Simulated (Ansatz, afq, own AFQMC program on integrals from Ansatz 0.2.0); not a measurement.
# CuCH₃ (triplet): AFQMC on the coupled-cluster ladder, def2-TZVP

How near does AFQMC come to the top of the ladder for CuCH₃ (triplet)?

Method: def2-TZVP, frozen cores; program: Ansatz 0.2.0, Gaussian basis, and an in-house AFQMC program (afq) on its integrals; all values are calculated.

To be run: CCSD(T) on UHF; PBE (unrestricted); r2SCAN (unrestricted); PBE0 (unrestricted); B3LYP (unrestricted); wB97M-V (unrestricted); B2PLYP (unrestricted); Phaseless AFQMC, CISD trial on UHF.

### 1 The geometry

The geometry is a PBE0/def2-TZVP stationary point (not a proven minimum) of the parent state, kept for this charge and spin.

5 atoms, charge 0, spin multiplicity 3.

Atoms are counted from 1 here; the program's logs count them from 0.

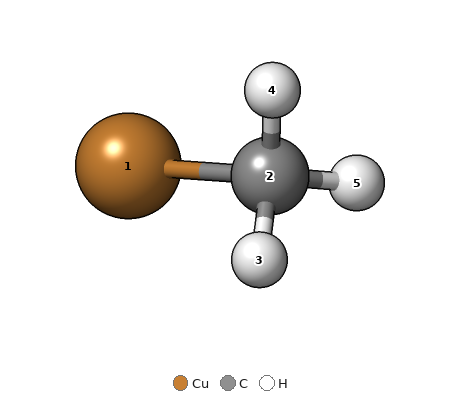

The geometry (copper orange, carbon grey, hydrogen white); atoms are numbered from 1 in the order of the file.

### 2 CCSD(T) on UHF

The input, in.yaml:

```yaml
crystal:
  periodic: [false, false, false]
  atoms:
    - {symbol: Cu, position_ang: [-0.377161, 0.002910, 0.002316]}
    - {symbol: C, position_ang: [1.523640, -0.011756, -0.009355]}
    - {symbol: H, position_ang: [1.866198, -1.047900, -0.006366]}
    - {symbol: H, position_ang: [1.883641, 0.506670, 0.880916]}
    - {symbol: H, position_ang: [1.872582, 0.497849, -0.909073]}
basis:
  gaussian: {orbitals: def2-TZVP}
magnetization: {spin_polarized: true, initial_magnetization: 2}
correlation: {method: ccsd_t, electrons: outside_noble_gas, hamiltonian_folder: ham}
```

Command:

```sh
$ ansatz run in.yaml --threads 1 --pin off --events-out ev --progress --plain --max-ram 15360MiB --backend cuda --devices 0, --max-vram 18GiB
```

Output, shortened:

```text
Functional definition: HF
  name "HF"
  cite "Fock, Z. Phys. 61, 126 (1930) doi:10.1007/BF01340294"
  parent pbe
[...]
825 factors; integrals over basis functions are off by at most 8.2e-4 eV
[...]
mean field -45674.53292153 eV, -1678.5081255560 hartree, gradient 2.7e-6 eV, S^2 2.003423; 10 other end points of the search recorded, 0 dependent functions left out
determinant -45674.53292153 eV, -1678.5081255560 hartree, with singles and doubles -45688.49350542 eV, -1679.0211675508 hartree
determinant -45674.21783698 eV, -1678.4965464121 hartree, with singles and doubles -45687.86203297 eV, -1678.9979613666 hartree
determinant -45673.98191136 eV, -1678.4878763057 hartree, with singles and doubles -45687.65290375 eV, -1678.9902760096 hartree
10 core orbitals not correlated: weight in the atoms' cores, before any rotation towards them, 1.000 or more for the frozen orbitals, at most 0.000 for the correlated occupied ones
reference -45674.53292153 eV, -1678.5081255560 hartree; 10, 8 occupied and 74, 76 virtual orbitals, 825 factors
second order -13.80236425 eV of doubles, -0.00000000 eV of singles
cycle   1  -13.90364760 eV  change   -3.9e-1 eV  update   2.9e-2
[...]
cycle  12  -14.03236985 eV  change    1.2e-5 eV  update   1.0e-5
perturbative correction -0.40559593 eV, -0.0149053757 hartree
Total energy: -45688.97088732 eV, -1679.0387110121 hartree
```

Run time: 4.9 s. Hardware: 1 × NVIDIA H100 80GB HBM3 with 1 thread of AMD EPYC 7R13 (Zen 3), shared host; peak host memory 1.6 GiB.

From the report: ⟨S²⟩ of the determinant 2.003 (pure triplet: 2.00); correlation -14.4380 eV; T1 0.068; largest double amplitude 0.03.

This run also writes the integrals to the folder ham.

### 3 PBE (unrestricted)

in.yaml: that of step 2 with these lines changed.

```diff
@@ -11,2 +11,3 @@
 magnetization: {spin_polarized: true, initial_magnetization: 2}
-correlation: {method: ccsd_t, electrons: outside_noble_gas, hamiltonian_folder: ham}
+hamiltonian: {xc: {name: PBE}}
+output: {orbitals: {seedname: orbitals}}
```

Command:

```sh
$ ansatz run in.yaml --threads 1 --pin off --events-out ev --progress --plain --max-ram 5120MiB --backend cpu
```

Output:

```text
Functional definition: PBE
  name "PBE"
  cite "Perdew, Burke & Ernzerhof, Phys. Rev. Lett. 77, 3865 (1996) doi:10.1103/PhysRevLett.77.3865"
  parent pbe
  parameter kappa = 0.804
  parameter beta = 0.06672455060314922
  exchange = pbe_x(kappa = kappa, mu = beta*pi^2/3)
  correlation = pbe_c(beta = beta)
765 factors; their error is unknown
mean field evaluation 1: about -45705.1290 eV, gradient 4.9e1 eV
mean field evaluation 2: about -45651.6173 eV, gradient 1.1e2 eV
mean field evaluation 4: about -45715.5150 eV, gradient 1.8e1 eV
mean field evaluation 8: about -45716.2745 eV, gradient 1.6e-1 eV
mean field evaluation 16: about -45716.2326 eV, gradient 1.9e-3 eV
mean field evaluation 32: about -45714.8413 eV, gradient 1.2e-5 eV
mean field -45716.23264711 eV, -1680.0405622058 hartree, gradient 3.9e-5 eV, S^2 2.002471; 6 other end points of the search recorded, 0 dependent functions left out
reference -45716.23269543 eV, -1680.0405639815 hartree; 20, 18 occupied and 74, 76 virtual orbitals, 765 factors
Total energy: -45716.23269543 eV, -1680.0405639815 hartree
```

Wall time 7 s (1 thread of AMD EPYC 7R13 (Zen 3), shared host); peak memory 1.6 GiB.

From the report: ⟨S²⟩ of the determinant 2.002 (pure triplet: 2.00).

### 4 r2SCAN (unrestricted)

in.yaml: that of step 3 with these lines changed.

```diff
@@ -11,3 +11,2 @@
 magnetization: {spin_polarized: true, initial_magnetization: 2}
-hamiltonian: {xc: {name: PBE}}
-output: {orbitals: {seedname: orbitals}}
+hamiltonian: {xc: {name: r2SCAN}}
```

Same command.

Output, shortened:

```text
Functional definition: r2SCAN
  name "r2SCAN"
  cite "Furness, Kaplan, Ning, Perdew & Sun, J. Phys. Chem. Lett. 11, 8208 (2020) doi:10.1021/acs.jpclett.0c02405"
  cite "Furness, Kaplan, Ning, Perdew & Sun, J. Phys. Chem. Lett. 11, 9248 (2020) doi:10.1021/acs.jpclett.0c03077"
  parent r2scan
[...]
765 factors; their error is unknown
[...]
mean field -45723.49370351 eV, -1680.3074011068 hartree, gradient 6.3e-5 eV, S^2 2.005027; 5 other end points of the search recorded, 0 dependent functions left out
reference -45723.49372535 eV, -1680.3074019093 hartree; 20, 18 occupied and 74, 76 virtual orbitals, 765 factors
Total energy: -45723.49372535 eV, -1680.3074019093 hartree
```

Wall time 20 s (1 thread of AMD EPYC 7R13 (Zen 3), shared host); peak memory 1.9 GiB.

From the report: ⟨S²⟩ of the determinant 2.005 (pure triplet: 2.00).

### 5 PBE0 (unrestricted)

in.yaml: that of step 4 with these lines changed.

```diff
@@ -11,2 +11,3 @@
 magnetization: {spin_polarized: true, initial_magnetization: 2}
-hamiltonian: {xc: {name: r2SCAN}}
+hamiltonian: {xc: {name: PBE0}}
+output: {orbitals: {seedname: orbitals}}
```

Same command.

Output:

```text
Functional definition: PBE0
  name "PBE0"
  cite "Adamo & Barone, J. Chem. Phys. 110, 6158 (1999) doi:10.1063/1.478522"
  cite "Perdew, Burke & Ernzerhof, Phys. Rev. Lett. 77, 3865 (1996) doi:10.1103/PhysRevLett.77.3865"
  parent pbe
  parameter a = 0.25
  parameter kappa = 0.804
  parameter beta = 0.06672455060314922
  exchange = (1 - a)*pbe_x(kappa = kappa, mu = beta*pi^2/3) + a*exact_x
  correlation = pbe_c(beta = beta)
854 factors; their error is unknown
mean field evaluation 1: about -45710.6360 eV, gradient 3.5e1 eV
mean field evaluation 2: about -45706.8188 eV, gradient 4.2e1 eV
mean field evaluation 4: about -45716.3110 eV, gradient 3.3e0 eV
mean field evaluation 8: about -45716.3354 eV, gradient 3.0e-2 eV
mean field evaluation 16: about -45716.3679 eV, gradient 2.4e-4 eV
mean field evaluation 32: about -45716.3679 eV, gradient 3.2e-5 eV
mean field -45716.36786989 eV, -1680.0455315515 hartree, gradient 3.2e-5 eV, S^2 2.003096; 4 other end points of the search recorded, 0 dependent functions left out
reference -45716.36790619 eV, -1680.0455328855 hartree; 20, 18 occupied and 74, 76 virtual orbitals, 854 factors
Total energy: -45716.36790619 eV, -1680.0455328855 hartree
```

It took 4.2 s on 1 thread of AMD EPYC 7R13 (Zen 3), shared host; peak memory 1.9 GiB.

From the report: ⟨S²⟩ of the determinant 2.003 (pure triplet: 2.00).

### 6 B3LYP (unrestricted)

in.yaml: that of step 5 with these lines changed.

```diff
@@ -11,3 +11,2 @@
 magnetization: {spin_polarized: true, initial_magnetization: 2}
-hamiltonian: {xc: {name: PBE0}}
-output: {orbitals: {seedname: orbitals}}
+hamiltonian: {xc: {name: B3LYP}}
```

Same command.

Output, shortened:

```text
Functional definition: B3LYP
  name "B3LYP"
  cite "Stephens, Devlin, Chabalowski & Frisch, J. Phys. Chem. 98, 11623 (1994) doi:10.1021/j100096a001"
  cite "Becke, Phys. Rev. A 38, 3098 (1988) doi:10.1103/PhysRevA.38.3098"
  cite "Lee, Yang & Parr, Phys. Rev. B 37, 785 (1988) doi:10.1103/PhysRevB.37.785"
  cite "Vosko, Wilk & Nusair, Can. J. Phys. 58, 1200 (1980) doi:10.1139/p80-159"
[...]
854 factors; their error is unknown
[...]
mean field -45725.92235310 eV, -1680.3966523332 hartree, gradient 2.4e-5 eV, S^2 2.002284; 4 other end points of the search recorded, 0 dependent functions left out
reference -45725.92257222 eV, -1680.3966603857 hartree; 20, 18 occupied and 74, 76 virtual orbitals, 854 factors
Total energy: -45725.92257222 eV, -1680.3966603857 hartree
```

Wall time 3.9 s (1 thread of AMD EPYC 7R13 (Zen 3), shared host); peak memory 1.9 GiB.

From the report: ⟨S²⟩ of the determinant 2.002 (pure triplet: 2.00).

### 7 wB97M-V (unrestricted)

in.yaml: that of step 6 with these lines changed.

```diff
@@ -11,2 +11,3 @@
 magnetization: {spin_polarized: true, initial_magnetization: 2}
-hamiltonian: {xc: {name: B3LYP}}
+hamiltonian: {xc: {name: wB97M-V}}
+output: {orbitals: {seedname: orbitals}}
```

Same command.

Output, shortened:

```text
Functional definition: wB97M-V
  name "wB97M-V"
  cite "Mardirossian & Head-Gordon, J. Chem. Phys. 144, 214110 (2016) doi:10.1063/1.4952647"
  cite "Becke, J. Chem. Phys. 107, 8554 (1997) doi:10.1063/1.475007"
  cite "Vydrov & Van Voorhis, J. Chem. Phys. 133, 244103 (2010) doi:10.1063/1.3521275"
  # Of w^i u^j: cxij and so on, Table III.
[...]
  gx(w, u) = 1 - cx + cx01*u + cx10*w
  gss(w, u) = css00 + css04*u^4 + css10*w + css20*w^2 + css43*w^4*u^3
  gos(w, u) = cos00 + cos10*w + (cos20 + cos21*u)*w^2 + (cos60 + cos61*u)*w^6
[...]
      + integral(e_c_pw_mod_opposite_spin*gos(b97_w_opposite, b97_u_opposite)) + vv10(b, c)
843 factors; their error is unknown
181 factors; integrals over basis functions are off by at most 2.7e-5 eV
[...]
mean field -45720.96804181 eV, -1680.2145847514 hartree, gradient 4.3e-5 eV, S^2 2.002612; 6 other end points of the search recorded, 0 dependent functions left out
reference -45720.96808736 eV, -1680.2145864254 hartree; 20, 18 occupied and 74, 76 virtual orbitals, 843 factors
Total energy: -45720.96808736 eV, -1680.2145864254 hartree
```

It took 29 s on 1 thread of AMD EPYC 7R13 (Zen 3), shared host; peak memory 1.9 GiB.

From the report: ⟨S²⟩ of the determinant 2.003 (pure triplet: 2.00).

### 8 B2PLYP (unrestricted)

in.yaml: that of step 7 with these lines changed.

```diff
@@ -11,3 +11,3 @@
 magnetization: {spin_polarized: true, initial_magnetization: 2}
-hamiltonian: {xc: {name: wB97M-V}}
-output: {orbitals: {seedname: orbitals}}
+hamiltonian: {xc: {name: B2PLYP}}
+correlation: {electrons: outside_noble_gas}
```

Launched as before.

Output, shortened:

```text
Functional definition: B2PLYP
  name "B2PLYP"
  cite "Grimme, J. Chem. Phys. 124, 034108 (2006) doi:10.1063/1.2148954"
  cite "Becke, Phys. Rev. A 38, 3098 (1988) doi:10.1103/PhysRevA.38.3098"
  cite "Lee, Yang & Parr, Phys. Rev. B 37, 785 (1988) doi:10.1103/PhysRevB.37.785"
[...]
825 factors; integrals over basis functions are off by at most 8.2e-4 eV
[...]
mean field -45709.82598692 eV, -1679.8051217864 hartree, gradient 4.9e-6 eV, S^2 2.003397; 6 other end points of the search recorded, 0 dependent functions left out
10 core orbitals not correlated: weight in the atoms' cores, before any rotation towards them, 1.000 or more for the frozen orbitals, at most 0.000 for the correlated occupied ones
reference -45709.82612497 eV, -1679.8051268598 hartree; 10, 8 occupied and 74, 76 virtual orbitals, 825 factors
second order -17.95068470 eV of doubles, -0.00000000 eV of singles
Total energy: -45714.67280984 eV, -1679.9832392435 hartree
```

Run time: 8.5 s. Hardware: 1 thread of AMD EPYC 7R13 (Zen 3), shared host; peak memory 1.9 GiB.

From the report: ⟨S²⟩ of the determinant 2.003 (pure triplet: 2.00).

### 9 Phaseless AFQMC, CISD trial on UHF

It reads the integrals that the CCSD(T) run on this determinant wrote.

Command:

```sh
$ afq ham --method phaseless --trial cisd --walkers 2600 --populations 20 --least-time 60 --time-step 0.005 --steps-per-block 50 --equilibration-blocks 40 --max-blocks 4000 --target-error 0.00026 --factor-cut 1e-05 --start spin_pure --seed 324 --release-times 0.24,0.51,0.99,1.5 --release-step 0.03 --release-every 4 --taylor-order 6
```

Output:

```text
orbitals 84  electrons 10 8  factors 700 of 825
reference energy -1678.50812556 Eh
CCSD correlation -0.51568055 Eh in 18 cycles, weight of the determinant in the CISD state 0.7478
energy of the start -1679.023898 Eh
 block  time / (1/Eh)  mean weight  energy / Eh
     1     0.250  1.0001  -1679.019296
     2     0.500  1.0003  -1679.026103
     3     0.750  1.0008  -1679.032230
     4     1.000  0.9996  -1679.032851
     5     1.250  1.0001  -1679.033307
     6     1.500  0.9998  -1679.036176
     7     1.750  0.9998  -1679.035249
     8     2.000  0.9990  -1679.035874
     9     2.250  1.0002  -1679.037752
    10     2.500  0.9992  -1679.036559
    15     3.750  1.0005  -1679.038771
    22     5.500  0.9990  -1679.037604
    29     7.250  0.9999  -1679.041873
    36     9.000  0.9997  -1679.040340
    43    10.750  1.0002  -1679.039912
    50    12.500  1.0004  -1679.036515
    57    14.250  1.0002  -1679.041257
    64    16.000  0.9994  -1679.039649
    71    17.750  1.0002  -1679.039747
    78    19.500  1.0000  -1679.039213
    85    21.250  1.0000  -1679.036764
    92    23.000  1.0002  -1679.036980
    99    24.750  0.9997  -1679.040813
   106    26.500  0.9991  -1679.037109
   113    28.250  1.0011  -1679.038452
   120    30.000  0.9993  -1679.036979
   127    31.750  1.0005  -1679.034823
   134    33.500  1.0005  -1679.040359
   141    35.250  1.0001  -1679.039072
   148    37.000  1.0003  -1679.037219
   155    38.750  0.9999  -1679.041743
   162    40.500  0.9999  -1679.042240
   169    42.250  1.0003  -1679.041458
   176    44.000  1.0005  -1679.039073
   183    45.750  1.0008  -1679.039944
   190    47.500  0.9995  -1679.040407
   197    49.250  1.0008  -1679.036400
   204    51.000  0.9994  -1679.038802
   211    52.750  0.9996  -1679.038309
   218    54.500  1.0001  -1679.041436
   225    56.250  1.0001  -1679.038558
   232    58.000  1.0008  -1679.039650
   239    59.750  0.9996  -1679.040645
   246    61.500  0.9985  -1679.039688
   253    63.250  1.0003  -1679.035677
   260    65.000  1.0002  -1679.035502
   267    66.750  1.0002  -1679.038996
   274    68.500  0.9985  -1679.037541
   281    70.250  1.0006  -1679.038092
error from the spread of 20 populations
released: time / (1/Eh)  energy / Eh  error  mean overlap
  0.24  -1679.039614  0.000326  0.9987
  0.51  -1679.039736  0.000310  0.9978
  0.99  -1679.040504  0.000321  0.9927
  1.50  -1679.040368  0.000448  0.9893
energy -1679.039110 +/- 0.000269 Eh
```

It took 6.2 min on 1 × NVIDIA H100 80GB HBM3 with 2 threads of AMD EPYC 7R13 (Zen 3), shared host; peak host memory 1.9 GiB.

Energy -45688.9817 ± 0.0073 eV. Caveats: constraint bias not in the error.

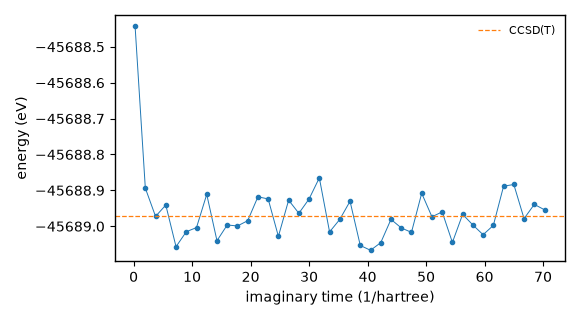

Block energies along the walk.

### 10 All levels side by side

On the UHF determinant, counted from CCSD(T) (a yardstick, not exact):

| level | energy (eV) | from CCSD(T) (meV) | statistical error (meV) | time |
| --- | --- | --- | --- | --- |
| HF | -45674.5329 | +14438.0 |  |  |
| MP2 | -45688.3353 | +635.6 |  |  |
| CCSD | -45688.5653 | +405.6 |  |  |
| CCSD(T) | -45688.9709 | 0.0 |  |  |
| Phaseless AFQMC, CISD trial, step 0.005, 2600 walkers | -45688.9817 | -10.9 | 7.3 | 6.2 min |

The functionals' totals stand on their own zeros and serve differences with other points: PBE -45716.233 eV; r2SCAN -45723.494 eV; PBE0 -45716.368 eV; B3LYP -45725.923 eV; wB97M-V -45720.968 eV; B2PLYP -45714.673 eV.

### 11 Results

```
                                       quantity            value
Phaseless AFQMC, CISD trial on UHF from CCSD(T)  -10.9 ± 7.3 meV
```

**Reading.** On UHF the phaseless walk with the CISD trial lies -10.9 meV from CCSD(T), within three error bars. Error bars are statistical and leave out the constraint, the time step and what remains of the start.
